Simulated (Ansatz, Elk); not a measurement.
## Sc2TiSiPb: X-ray structure factors from the self-consistent density

Structure refinements treat a crystal as free atoms side by side. For a made-up structure of Sc2TiSiPb (cell and positions from a r2SCAN relaxation) the runs below show what the calculated density changes in F(hkl).

Calculated with Elk 11.2.3 (patched build); DFT, PBE, all-electron APW+lo, Dirac cores, scalar-relativistic bands, static density, no spin.

The structure was built from a prototype and need not be the compound's stable phase.

### Step 1. The structure

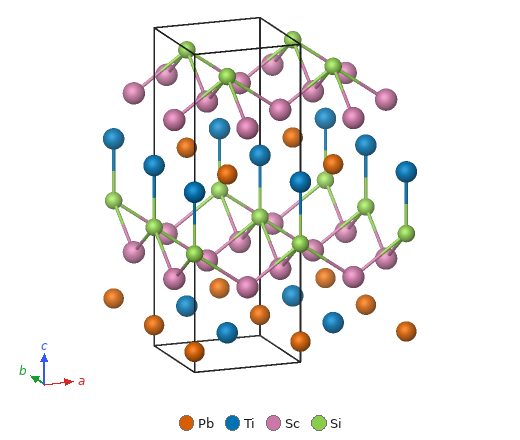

The starting structure, seen slightly off an axis (lead orange, titanium blue, scandium pink, silicon green). 2×2×1 cells are drawn. This picture shows the conventional cell, with its axes. Bonds to atoms that aren't drawn are left out. Some periodic images of atoms are drawn too.

Structure file:

```cif
data_structure
_symmetry_space_group_name_H-M 'I4mm'
_symmetry_Int_Tables_number 107
_cell_length_a 4.3852
_cell_length_b 4.3852
_cell_length_c 12.7086
_cell_angle_alpha 90.000
_cell_angle_beta 90.000
_cell_angle_gamma 90.000
_cell_volume 244.38
loop_
_atom_site_label
_atom_site_type_symbol
_atom_site_symmetry_multiplicity
_atom_site_Wyckoff_symbol
_atom_site_fract_x
_atom_site_fract_y
_atom_site_fract_z
_atom_site_occupancy
Pb1 Pb 2 a 0.00000 0.00000 0.06463 1
Ti1 Ti 2 a 0.50000 0.50000 0.06666 1
Sc1 Sc 4 b 0.50000 0.00000 0.25189 1
Si1 Si 2 a 0.00000 0.00000 0.37254 1
```

### Step 2. Ground state and structure factors

An all-electron density is needed, since X-rays see the cores too. Task 0 finds the density and task 195 Fourier-transforms it; tshift is off so that phases refer to the origin typed.

Input file elk.in:

```
tasks
  0
  195

xctype
  20

spinpol
  .false.

rgkmax
  7.0

gmaxvr
  14.0

lmaxo
  7

lmaxapw
  8

swidth
  0.002

tshift
  .false.

hmaxvr
  5.5

maxscl
  120

epspot
  1e-06

sppath
  './'

avec
  -4.14339384968 4.14339384968 12.00793251969
  4.14339384968 -4.14339384968 12.00793251969
  4.14339384968 4.14339384968 -12.00793251969

atoms
  4
  'Pb.in'
  1
  0.0646299561 0.0646299561 0.0000000000   0.000000 0.000000 0.000000
  'Ti.in'
  1
  0.5666562486 0.5666562486 0.0000000000   0.000000 0.000000 0.000000
  'Sc.in'
  2
  0.2518855445 0.7518855445 0.5000000000   0.000000 0.000000 0.000000
  0.7518855445 0.2518855445 0.5000000000   0.000000 0.000000 0.000000
  'Si.in'
  1
  0.3725427063 0.3725427063 0.0000000000   0.000000 0.000000 0.000000

ngridk
  7 7 7
```

The run is started by

```
$ OMP_NUM_THREADS=4 elk
```

Numbers of over 12 decimals in the logs are rounded to 6 here.

Output:

```text
┌─────────────────────────┐
│ Elk code version 11.2.3 │
└─────────────────────────┘

All units are atomic (Hartree, Bohr, etc.)

┌─────────────────────────────────────────────────┐
│ Ground-state run starting from atomic densities │
└─────────────────────────────────────────────────┘

Lattice vectors :
  -4.143393850       4.143393850       12.00793252
   4.143393850      -4.143393850       12.00793252
   4.143393850       4.143393850      -12.00793252

Reciprocal lattice vectors :
 -0.5664705507E-17  0.7582172411      0.2616264414
  0.7582172411     -0.5664705507E-17  0.2616264414
  0.7582172411      0.7582172411      0.7764587815E-17

Unit cell volume      :    824.5949374
Brillouin zone volume :   0.3008146209

Muffin-tin inner radius fraction :   0.1000000000E-01

Nuclei treated as point charges

Species : 1 (Pb)
 parameters loaded from : Pb.in
 name : lead
 nuclear charge    :   -82.00000000
 electronic charge :    82.00000000
 atomic mass :    377702.4943
 muffin-tin radius :    2.800000000
 number of radial points in muffin-tin :   1393
 inner part over the whole radius :   0.9993555083E-02
 number on inner part of muffin-tin    :   1001
 approximate nuclear radius :   0.1047603524E-03
 number of mesh points to nuclear radius :    525
 atomic positions (lattice), magnetic fields (Cartesian) :
  1 :   0.06462996  0.06462996  0.00000000    0.00000000  0.00000000  0.00000000

Species : 2 (Ti)
 parameters loaded from : Ti.in
 name : titanium
 nuclear charge    :   -22.00000000
 electronic charge :    22.00000000
 atomic mass :    87256.20317
 muffin-tin radius :    2.400000000
 number of radial points in muffin-tin :    993
 inner part over the whole radius :   0.9985722337E-02
 number on inner part of muffin-tin    :    699
 approximate nuclear radius :   0.6805665174E-04
 number of mesh points to nuclear radius :    325
 atomic positions (lattice), magnetic fields (Cartesian) :
  1 :   0.56665625  0.56665625  0.00000000    0.00000000  0.00000000  0.00000000

Species : 3 (Sc)
 parameters loaded from : Sc.in
 name : scandium
 nuclear charge    :   -21.00000000
 electronic charge :    21.00000000
 atomic mass :    81949.61073
 muffin-tin radius :    2.400000000
 number of radial points in muffin-tin :    993
 inner part over the whole radius :   0.9898716403E-02
 number on inner part of muffin-tin    :    698
 approximate nuclear radius :   0.6711386133E-04
 number of mesh points to nuclear radius :    323
 atomic positions (lattice), magnetic fields (Cartesian) :
  1 :   0.25188554  0.75188554  0.50000000    0.00000000  0.00000000  0.00000000
  2 :   0.75188554  0.25188554  0.50000000    0.00000000  0.00000000  0.00000000

Species : 4 (Si)
 parameters loaded from : Si.in
 name : silicon
 nuclear charge    :   -14.00000000
 electronic charge :    14.00000000
 atomic mass :    51196.73458
 muffin-tin radius :    2.200000000
 number of radial points in muffin-tin :    793
 inner part over the whole radius :   0.9899632250E-02
 number on inner part of muffin-tin    :    553
 approximate nuclear radius :   0.5963282101E-04
 number of mesh points to nuclear radius :    246
 atomic positions (lattice), magnetic fields (Cartesian) :
  1 :   0.37254271  0.37254271  0.00000000    0.00000000  0.00000000  0.00000000

Total number of atoms per unit cell :    5
Total muffin-tin volume :    310.2720680
 ratio of muffin-tin to unit cell volume :   0.3762720992

Spin treatment :
 spin-unpolarised

Number of Bravais lattice symmetries :   16
Number of crystal symmetries         :    8
Crystal has no inversion symmetry
Complex Hermitian eigensolver will be used

k-point grid :      7     7     7
k-point offset :    0.000000000       0.000000000       0.000000000
k-point set is reduced with full crystal symmetry group
Total number of k-points :       70

Muffin-tin radius times maximum |G+k| :    7.000000000
 using average radius
Maximum |G+k| for APW functions       :    2.868852459
Maximum (1/2)|G+k|²                   :    4.115157216
[...]
Density of states at Fermi energy :    119.9291458
 (states/Hartree/unit cell)

Estimated indirect band gap :   0.2592420966E-03
 from k-point 69 to k-point 52
Estimated direct band gap   :   0.3627566231E-02
 at k-point 3

Charges :
 core                        :    108.0000000
 valence                     :    52.00000000
 interstitial                :    8.976978481
 muffin-tins (core leakage)
  species : 1 (Pb)
   atom 1                    :    80.21295036     (  0.1268775912E-02)
  species : 2 (Ti)
[...]
species : 3 (Sc)
[...]
species : 4 (Si)
[...]
total in muffin-tins        :    151.0230215
 total calculated charge     :    159.9970815
 total charge                :    160.0000000
 error                       :   0.2918480342E-02

RMS change in Kohn-Sham potential (target) :   0.3358095342     (  0.1000000000E-05)
Absolute change in total energy (target)   :   0.1449527447     (  0.1000000000E-03)

[... loops 3 to 17 left out ...]

┌──────────────────┐
│ Loop number : 18 │
└──────────────────┘

Energies :
 Fermi                       :     0.202877
 sum of occupied eigenvalues :     -14498.610291889
 electron kinetic            :      27064.569843451
 core electron kinetic       :      26748.981982321
 Coulomb                     :     -50133.953335545
 Coulomb potential           :     -40869.434650703
 nuclear-nuclear             :     -1689.8661365015
 electron-nuclear            :     -56048.601993906
 Hartree                     :      7604.5147948627
 Madelung                    :     -29699.236010193
 xc potential                :     -693.74548463686
 exchange                    :     -523.23678313844
 correlation                 :     -8.324293
 electron entropic           :    -0.20384042740200E-02
 total energy                :     -23600.946606662

Density of states at Fermi energy :    149.9724783
 (states/Hartree/unit cell)

Estimated indirect band gap :   0.5457851046E-03
 from k-point 33 to k-point 42
Estimated direct band gap   :   0.1766897883E-02
 at k-point 68

Charges :
 core                        :    108.0000000
 valence                     :    52.00000000
 interstitial                :    8.742018006
 muffin-tins (core leakage)
  species : 1 (Pb)
[...]
species : 2 (Ti)
[...]
species : 3 (Sc)
[...]
species : 4 (Si)
[...]
total in muffin-tins        :    151.2579820
 total calculated charge     :    159.9972124
 total charge                :    160.0000000
 error                       :   0.2787608359E-02

RMS change in Kohn-Sham potential (target) :   0.2064367621E-06 (  0.1000000000E-05)
Absolute change in total energy (target)   :   0.5754488302E-04 (  0.1000000000E-03)

Convergence targets achieved

┌──────────────────┐
│ Loop number : 19 │
└──────────────────┘

Energies :
 Fermi                       :     0.202877
 sum of occupied eigenvalues :     -14498.610274594
 electron kinetic            :      27064.569852913
 core electron kinetic       :      26748.981987803
 Coulomb                     :     -50133.953334294
 Coulomb potential           :     -40869.434646922
 nuclear-nuclear             :     -1689.8661365015
 electron-nuclear            :     -56048.601994401
 Hartree                     :      7604.5147966090
 Madelung                    :     -29699.236010833
 xc potential                :     -693.74548058486
 exchange                    :     -523.23678298211
 correlation                 :     -8.324293
 electron entropic           :    -0.20384048649972E-02
 total energy                :     -23600.946595780

Density of states at Fermi energy :    149.9725139
 (states/Hartree/unit cell)

Estimated indirect band gap :   0.5457966858E-03
 from k-point 33 to k-point 42
Estimated direct band gap   :   0.1766907811E-02
 at k-point 68

Charges :
 core                        :    108.0000000
 valence                     :    52.00000000
 interstitial                :    8.742017671
 muffin-tins (core leakage)
  species : 1 (Pb)
[...]
species : 2 (Ti)
[...]
species : 3 (Sc)
   atom 1                    :    19.15055340     ( -0.2163177584E-06)
   atom 2                    :    19.15055340     ( -0.2163177584E-06)
  species : 4 (Si)
   atom 1                    :    12.29249929     (  0.1370689643E-02)
 total in muffin-tins        :    151.2579823
 total calculated charge     :    159.9972124
 total charge                :    160.0000000
 error                       :   0.2787608133E-02

┌──────────────────────────────┐
│ Self-consistent loop stopped │
└──────────────────────────────┘

Warning : core states of species 1 leak from the muffin-tin :   0.1193902983E-02

Warning : core states of species 4 leak from the muffin-tin :   0.1370689643E-02

Wrote STATE.OUT
```

Wall time 87 s (4 threads of Arm Neoverse V2, shared host); peak memory 0.28 GiB; 4.6 min of CPU time.

SFACRHO.OUT:

```text

h k l indices transformed by vhmat matrix:
   1.000000000       0.000000000       0.000000000    
   0.000000000       1.000000000       0.000000000    
   0.000000000       0.000000000       1.000000000    

      h      k      l  multipl.   |H|            Re(F)            Im(F)           |F|

      0      0      0      1   0.0000000       160.00000     -0.37854292E-18   160.00000    
     -1     -1      1      1  0.52325288       28.944946      -58.785964       65.525563    
      1      1     -1      1  0.52325288       28.944946       58.785964       65.525563    
      1      0      0      4  0.80208589       44.392824       30.872878       54.072705    
      0     -1      1      4  0.80208589       44.392824      -30.872878       54.072705    
     -2     -2      2      1   1.0465058       16.384875      -92.212730       93.657096    
      2      2     -2      1   1.0465058       16.384875       92.212730       93.657096    
      1     -1      0      4   1.0722811       68.106766     -0.50430014E-14   68.106766    
      1      2     -2      4   1.0912969       27.682095       58.817814       65.006412    
     -2     -1      2      4   1.0912969       27.682095      -58.817814       65.006412    
      0      2     -1      4   1.1931389       90.990439       54.502582       106.06503    
      0     -2      1      4   1.1931389       90.990439      -54.502582       106.06503    
      2      2     -3      4   1.4983194      -42.991340       81.534890       92.174799    
     -2     -2      1      4   1.4983194      -42.991340      -81.534890       92.174799    
      2      3     -2      4   1.5119865      -16.549946       40.340193       43.603118    
     -2     -3      2      4   1.5119865      -16.549946      -40.340193       43.603118    
      1     -1     -1      4   1.5164345       119.89546     -0.17339876E-13   119.89546    
      3      3     -3      1   1.5697586      -89.913303       58.592865       107.31974
```

Elk indexes on the primitive cell of elk.in and gives |H| = 4π sin θ/λ in inverse bohr. Below, one row stands for each form hkl of the conventional cell (m members, Friedel mates merged), F is for one primitive cell and the density is static (no thermal factor). Free-atom factors are Waasmaier and Kirfel's, and R is Σm||F|−|F'||/Σm|F|.

| hkl | m | sin θ/λ (Å⁻¹) | abs F, DFT | neutral atoms | diff. | abs of complex diff. |
| --- | --- | --- | --- | --- | --- | --- |
| 002 | 2 | 0.079 | 65.526 | 65.678 | -0.152 | 0.333 |
| 101 | 8 | 0.121 | 54.073 | 54.294 | -0.221 | 0.390 |
| 004 | 2 | 0.157 | 93.657 | 93.899 | -0.242 | 0.253 |
| 110 | 4 | 0.161 | 68.107 | 67.891 | +0.216 | 0.216 |
| 103 | 8 | 0.164 | 65.006 | 64.807 | +0.200 | 0.276 |
| 112 | 8 | 0.179 | 106.065 | 106.475 | -0.410 | 0.412 |
| 114 | 8 | 0.225 | 92.175 | 92.507 | -0.332 | 0.340 |
| 105 | 8 | 0.227 | 43.603 | 43.329 | +0.275 | 0.334 |
| 200 | 4 | 0.228 | 119.895 | 120.332 | -0.437 | 0.437 |
| 006 | 2 | 0.236 | 107.320 | 107.754 | -0.434 | 0.482 |
| 202 | 8 | 0.241 | 56.365 | 56.446 | -0.080 | 0.115 |
| 211 | 16 | 0.258 | 47.982 | 48.114 | -0.132 | 0.162 |
| 204 | 8 | 0.277 | 79.708 | 79.845 | -0.137 | 0.256 |
| 213 | 16 | 0.281 | 57.043 | 57.111 | -0.069 | 0.151 |
| 116 | 8 | 0.286 | 67.061 | 67.213 | -0.152 | 0.164 |
| 107 | 8 | 0.298 | 53.553 | 53.576 | -0.023 | 0.186 |
| 008 | 2 | 0.315 | 41.672 | 41.545 | +0.127 | 0.127 |
| 215 | 16 | 0.322 | 39.937 | 39.851 | +0.086 | 0.095 |

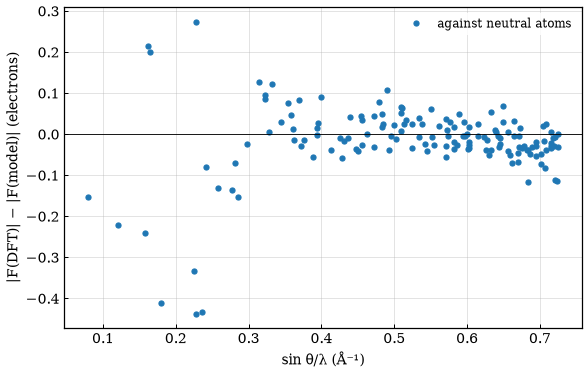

Difference between the calculated structure factors and the independent-atom ones.

### Step 3. Outcome

```
R against neutral atoms, sin θ/λ < 0.3 Å⁻¹ : 0.28 %
R against neutral atoms, 0.3 to 0.73 Å⁻¹   : 0.07 %
```

Independent neutral atoms miss the calculated amplitudes by R = 0.28 % below 0.3 Å⁻¹ and 0.07 % from there to 0.73 Å⁻¹; by shells, 0.37 % below 0.15 Å⁻¹ (2 forms), 0.27 % 0.15 to 0.3 (14 forms), 0.07 % 0.3 to 0.45 (25 forms), 0.07 % above 0.45 (108 forms). Bonding, aspherical density and the tables' own atoms all enter these figures, and the runs don't part them. The largest change of an amplitude is -0.44 electrons, at 200. R counts amplitudes alone; phases shift too. The basis has no finished test. The k-mesh has no finished test. These runs have no spin, though d or f shells may be open. Spin-orbit coupling is left out, which can matter for elements this heavy. Part of the difference isn't bonding: the tables are fits to free atoms and ions calculated by other methods than this functional. Thermal motion, anomalous dispersion and extinction are left out.

[Logs are printed without paths, hosts, clocks, repeated set-up lines and the standing remarks that a program may print on its own settings, such as how far it seeks lower states.]

[Hosts, paths, dates, database ids (printed as entryN), source tags and the programs' standing remarks are cut or masked in the printed files.]
